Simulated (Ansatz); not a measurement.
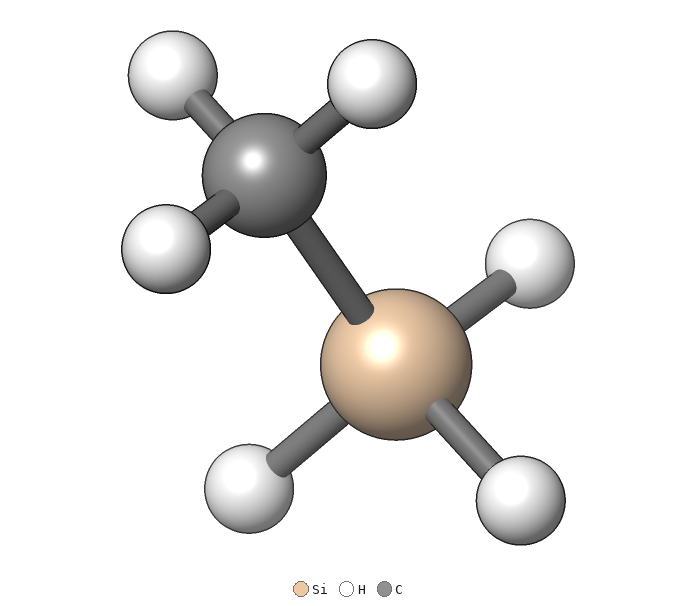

Ball-and-stick drawing of a structure.

The computed structure is the end point of a PBE0-D4/def2-TZVP optimisation.

> Which formula does it have?

CH₆Si, 8 atoms: 1 carbon, 6 hydrogen and 1 silicon.

> How many bonds of each kind are drawn?

3 Si–H, 3 C–H, 1 C–Si. Sticks follow a distance rule.

> Give the symmetry (Schoenflies symbol).

C3v.

> How many sets of symmetry-equivalent atoms are there?

4: 1 Si, 3 H, 1 C, 3 H.

The parts below concern this one geometry. Atoms keep their numbers from picture to picture.

### Vibrations

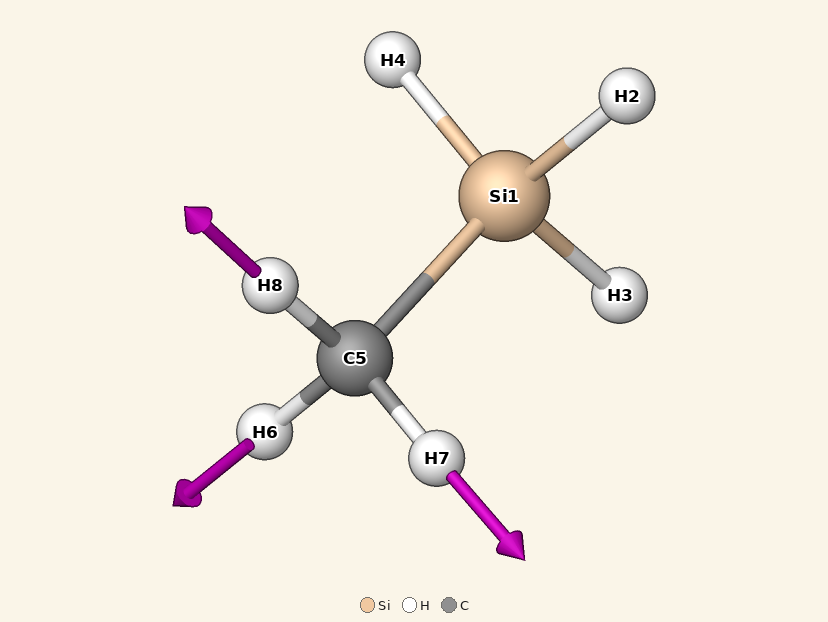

The arrows show one normal mode. Harmonic vibrations computed with RKS PBE0-D4/def2-TZVP (Ansatz 0.2.0) at a stationary point of the same level.

> What kind of motion is it?

Mostly in-phase stretching of 3 C–H bonds.

> At what wavenumber does it lie?

3055 cm⁻¹; it is mode 16 of 18 counted from the lowest.

### Thermal motion

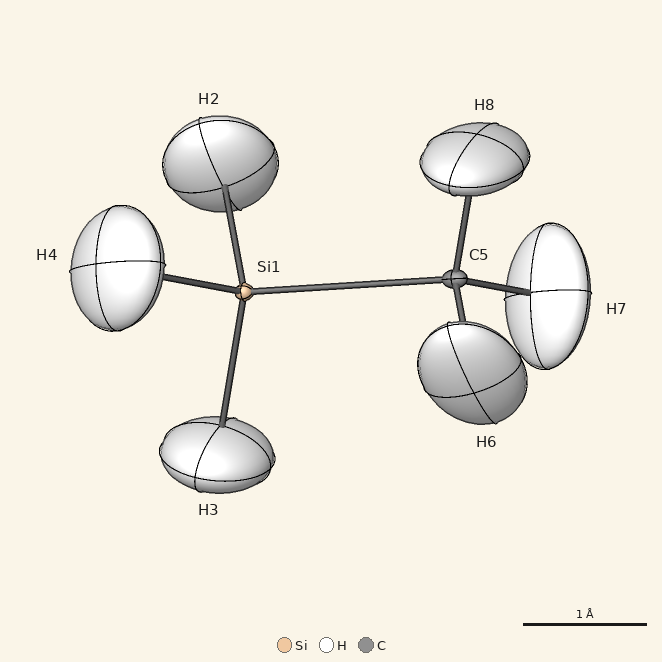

Displacement ellipsoids at the 50 % level, enlarged 2 times, from the internal vibrations of the free molecule (harmonic, no overall translation or rotation; no half-axis is drawn under 0.075 Å). Vibrations computed with RKS PBE0-D4/def2-TZVP (Ansatz 0.2.0). Temperature: 200 K.

> Which atom has the largest mean-square displacement?

H6, H7, H8, with U_eq = 0.0204 Å².

> Does H7 move more along its bond or across it?

Across it: the root-mean-square amplitude is 0.073 Å along the bond and up to 0.194 Å across, since bending and torsion are softer than stretching.

List U_eq and the three principal root-mean-square amplitudes for each kind of atom.

| atom | U_eq (Å²) | rms amplitudes (Å) |
| --- | --- | --- |
| Si1 | 0.00018 | 0.011, 0.011, 0.018 |
| H2, H3, H4 | 0.0192 | 0.086, 0.150, 0.166 |
| C5 | 0.00067 | 0.020, 0.020, 0.035 |
| H6, H7, H8 | 0.0204 | 0.073, 0.136, 0.194 |

### Electronic properties

Method: RKS PBE0-D4/def2-TZVPP (Ansatz 0.2.0).

Predict the main results.

- HOMO energy (Kohn–Sham orbital): −9.23 eV
- LUMO energy (Kohn–Sham orbital): 0.69 eV
- HOMO–LUMO gap: 9.92 eV
- dispersion correction: −8.1 kJ/mol
